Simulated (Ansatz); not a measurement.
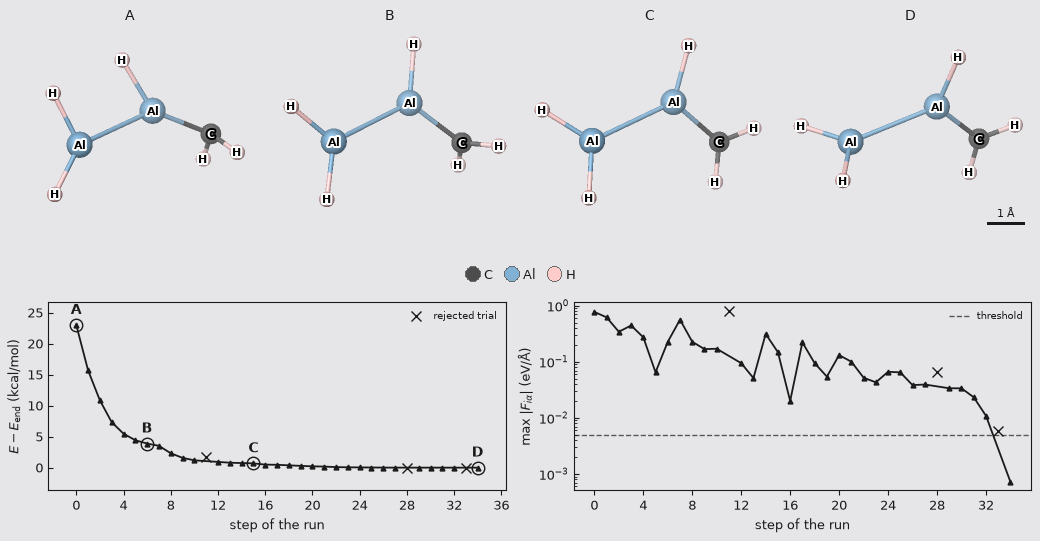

Frames of a relaxation of CH$_{5}$Al$_{2}$ (multiplicity 2), marked on the history of the run. Style: ball-and-stick. Shown at a tilt.

Computed with UKS PBE0-D4/def2-TZVP in Ansatz 0.2.0.

Input file:
```yaml
crystal:
  periodic: [false, false, false]
  atoms:
    - {symbol: C, position_ang: [-1.282750, 1.461790, -1.138300]}
    - {symbol: Al, position_ang: [-0.426590, 0.500230, 0.269950]}
    - {symbol: Al, position_ang: [1.210190, -1.393130, 0.575170]}
    - {symbol: H, position_ang: [-0.588650, 2.008730, -1.793260]}
    - {symbol: H, position_ang: [-1.920460, 0.835460, -1.779540]}
    - {symbol: H, position_ang: [-0.328310, 0.421430, 1.902420]}
    - {symbol: H, position_ang: [2.112590, -2.455710, -0.204470]}
    - {symbol: H, position_ang: [1.223990, -1.378810, 2.168040]}
basis:
  gaussian: {orbitals: def2-TZVP}
magnetization: {spin_polarized: true, initial_magnetization: 1}
hamiltonian: {xc: pbe0, dispersion: d4}
relax: {f_tol: 0.005, max_steps: 200}
```

Run as
```bash
ansatz run in.yaml --threads 2 --pin off --events-out ev --progress --plain --max-ram 4352MiB
```

Question: What happens along the run?

Answer: The largest moves after the best rigid fit, 1.73 Å, are those of H6 and H8. Largest moves by element: H 1.73 Å, Al 0.52 Å, C 0.36 Å. Among the contacts that change: Al2–Al3 2.521 → 2.591 Å, Al2–H6 1.637 → 1.597 Å, C1–Al2 1.908 → 1.934 Å, C1–H4 1.100 → 1.090 Å. Among the angles between lasting bonds that change: Al3–Al2–H6 78.7° → 122.4°, C1–Al2–H6 141.9° → 115.9°, Al2–Al3–H8 96.9° → 122.3°. Groups turn about Al2–Al3 by about 90°. The energy falls by 23.0 kcal/mol in 31 accepted moves (34 points after the start). The largest force component goes from 0.78 to 0.00072 eV/Å. The line search rejected the trial steps at points 11, 28, 33 of the run. The run took 2 min on 2 threads of Arm Neoverse V2 (shared host). From step 0 to 6: H6 moves most (1.05 Å), energy −19.1 kcal/mol. From step 6 to 15: H4 moves most (1.08 Å), energy −3.19 kcal/mol. From step 15 to 34: H atoms move most (1.04 Å), energy −0.69 kcal/mol.

```json
{"step": "0", "E − E(0), kcal/mol": "0.00", "largest force component, eV/Å": "0.7758", "note": ""}
{"step": "1", "E − E(0), kcal/mol": "-7.31", "largest force component, eV/Å": "0.6204", "note": ""}
{"step": "2", "E − E(0), kcal/mol": "-12.15", "largest force component, eV/Å": "0.3430", "note": ""}
{"step": "3", "E − E(0), kcal/mol": "-15.68", "largest force component, eV/Å": "0.4444", "note": ""}
{"step": "4", "E − E(0), kcal/mol": "-17.53", "largest force component, eV/Å": "0.2734", "note": ""}
{"step": "5", "E − E(0), kcal/mol": "-18.58", "largest force component, eV/Å": "0.0650", "note": ""}
{"step": "6", "E − E(0), kcal/mol": "-19.12", "largest force component, eV/Å": "0.2273", "note": ""}
{"step": "7", "E − E(0), kcal/mol": "-19.49", "largest force component, eV/Å": "0.5637", "note": ""}
{"step": "8", "E − E(0), kcal/mol": "-20.69", "largest force component, eV/Å": "0.2279", "note": ""}
{"step": "9", "E − E(0), kcal/mol": "-21.43", "largest force component, eV/Å": "0.1685", "note": ""}
{"step": "10", "E − E(0), kcal/mol": "-21.83", "largest force component, eV/Å": "0.1709", "note": ""}
{"step": "11", "E − E(0), kcal/mol": "-21.25", "largest force component, eV/Å": "0.8123", "note": "rejected"}
{"step": "13", "E − E(0), kcal/mol": "-22.21", "largest force component, eV/Å": "0.0513", "note": ""}
{"step": "14", "E − E(0), kcal/mol": "-22.27", "largest force component, eV/Å": "0.3145", "note": ""}
{"step": "15", "E − E(0), kcal/mol": "-22.32", "largest force component, eV/Å": "0.1483", "note": ""}
{"step": "16", "E − E(0), kcal/mol": "-22.52", "largest force component, eV/Å": "0.0201", "note": ""}
{"step": "18", "E − E(0), kcal/mol": "-22.63", "largest force component, eV/Å": "0.0946", "note": ""}
{"step": "19", "E − E(0), kcal/mol": "-22.72", "largest force component, eV/Å": "0.0545", "note": ""}
{"step": "20", "E − E(0), kcal/mol": "-22.80", "largest force component, eV/Å": "0.1317", "note": ""}
{"step": "21", "E − E(0), kcal/mol": "-22.83", "largest force component, eV/Å": "0.1004", "note": ""}
{"step": "23", "E − E(0), kcal/mol": "-22.95", "largest force component, eV/Å": "0.0430", "note": ""}
{"step": "24", "E − E(0), kcal/mol": "-22.97", "largest force component, eV/Å": "0.0664", "note": ""}
{"step": "25", "E − E(0), kcal/mol": "-22.98", "largest force component, eV/Å": "0.0648", "note": ""}
{"step": "26", "E − E(0), kcal/mol": "-23.00", "largest force component, eV/Å": "0.0384", "note": ""}
{"step": "28", "E − E(0), kcal/mol": "-23.00", "largest force component, eV/Å": "0.0660", "note": "rejected"}
{"step": "29", "E − E(0), kcal/mol": "-23.01", "largest force component, eV/Å": "0.0338", "note": ""}
{"step": "30", "E − E(0), kcal/mol": "-23.01", "largest force component, eV/Å": "0.0337", "note": ""}
{"step": "31", "E − E(0), kcal/mol": "-23.01", "largest force component, eV/Å": "0.0234", "note": ""}
{"step": "33", "E − E(0), kcal/mol": "-23.01", "largest force component, eV/Å": "0.0058", "note": "rejected"}
{"step": "34", "E − E(0), kcal/mol": "-23.01", "largest force component, eV/Å": "0.0007", "note": ""}
```
